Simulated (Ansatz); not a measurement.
**CH4GaNO (SMILES N=[CH][GaH][OH]): density, localisation and related maps**

The calculation's input:

```
crystal:
  periodic: [false, false, false]
  atoms:
    - {symbol: N, position_ang: [-1.616989, -0.877965, -0.102834]}
    - {symbol: C, position_ang: [-1.154475, 0.303185, -0.155306]}
    - {symbol: Ga, position_ang: [0.769415, 0.801194, 0.019654]}
    - {symbol: O, position_ang: [1.908590, -0.562625, 0.218795]}
    - {symbol: H, position_ang: [-0.879519, -1.571928, 0.041704]}
    - {symbol: H, position_ang: [-1.904346, 1.089232, -0.308288]}
    - {symbol: H, position_ang: [1.439801, 2.205368, 0.013768]}
    - {symbol: H, position_ang: [1.529823, -1.443459, 0.216708]}
basis:
  gaussian: {orbitals: def2-TZVPP}
hamiltonian: {xc: pbe0, dispersion: d4}
output: {orbitals: {seedname: orbitals}}
```

Run with:

```sh
ansatz run in.yaml --threads 2 --pin off --events-out ev --progress --plain --max-ram 4352MiB
```

Geometry: PBE0-D4/def2-TZVP.

Theory: RKS PBE0-D4/def2-TZVPP in Ansatz.

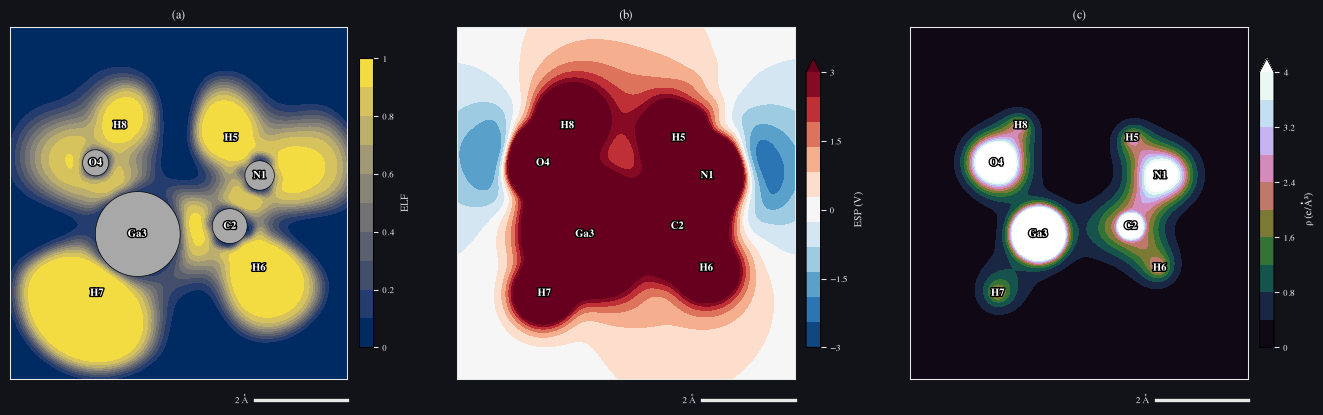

Figure 1. (a) ELF; (b) electrostatic potential; (c) electron density on the molecular plane. Grey discs cover the atomic cores in the ELF map.

Question: Read the bonding off the picture.

Answer:
- The plane passes through N, C, Ga, O and H nuclei.
- C–N (1.27 Å): the density is about 2.9 e/Å³ at the midpoint; the ELF peaks at about 0.90 between the atoms (a multiple bond).
- Ga–O (1.79 Å): ρ is about 0.91 e/Å³ halfway; the ELF peaks at about 0.85 in the valence shell of O, 0.6 Å from its nucleus, and is about 0.25 at the midpoint.
- C–Ga (1.99 Å): ρ is about 0.77 e/Å³ halfway; the ELF peaks at about 0.95 in the valence shell of C, 0.7 Å from its nucleus, and is about 0.60 at the midpoint.
- O–H (0.96 Å): the density is about 3.8 e/Å³ at the midpoint; the ELF climbs to about 1 towards the hydrogen, as it does in any bond to H: an ordinary covalent bond to hydrogen.
- N–H (1.02 Å): ρ at the midpoint is about 2.9 e/Å³; the ELF climbs to about 1 towards the hydrogen (an ordinary covalent bond to hydrogen).
- The ELF also peaks beside N1 and O4, away from the bonds: lone-pair regions.
- Outside the dense part of the molecule the potential is most negative (−2.3 V) near N1.

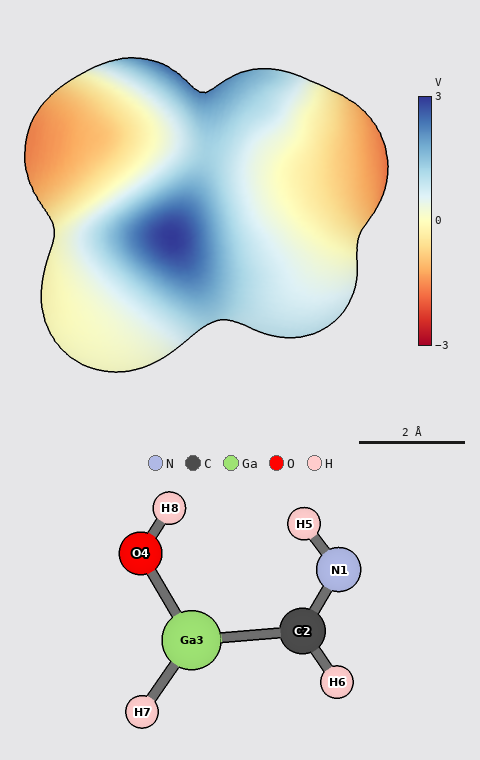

Figure 2. The molecular electrostatic potential painted on the density surface at 0.002 e/bohr³, seen across its widest extent; the colour scale runs from red (negative) to blue (positive). The bare structure is drawn below in the same view.

Question: Which sites attract a positive test charge, and which a negative one?

Answer: A positive charge is drawn to the negative regions and a negative charge to the positive ones. The most negative region (about −1.7 V) lies over N1, the most positive (about +2.9 V) over Ga3. N1 is the likeliest acceptor of a hydrogen bond.

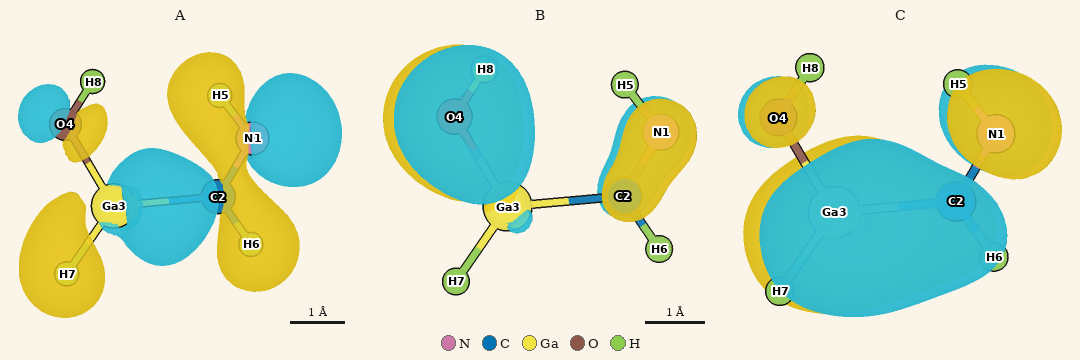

Figure 3. Three frontier orbitals at ±0.08 Å⁻³ᐟ² (yellow and cyan are the two phases), in no order.

Question: Which picture is the HOMO−1, the HOMO and the LUMO?

Answer: B is the HOMO−1 (−9.08 eV). By Hirshfeld shares it lies mainly on O4 (about 75 %) and Ga3 (about 10 %); it changes sign across the molecular plane (π type). A is the HOMO (−7.07 eV). Its weight (Hirshfeld) is mainly on N1 (about 45 %), C2 (about 20 %), Ga3 (about 15 %) and H6 (about 5 %); it is symmetric in the molecular plane (an in-plane orbital: σ, lone-pair or in-plane π type). C is the LUMO (−1.97 eV). By Hirshfeld shares it lies mainly on Ga3 (about 50 %), N1 (about 20 %) and C2 (about 20 %); it changes sign across the molecular plane (π type); π-bonding across C2–Ga3; π-antibonding (a node) across N1–C2.

Question: What is the HOMO–LUMO gap?

Answer: 5.10 eV between the orbital energies.
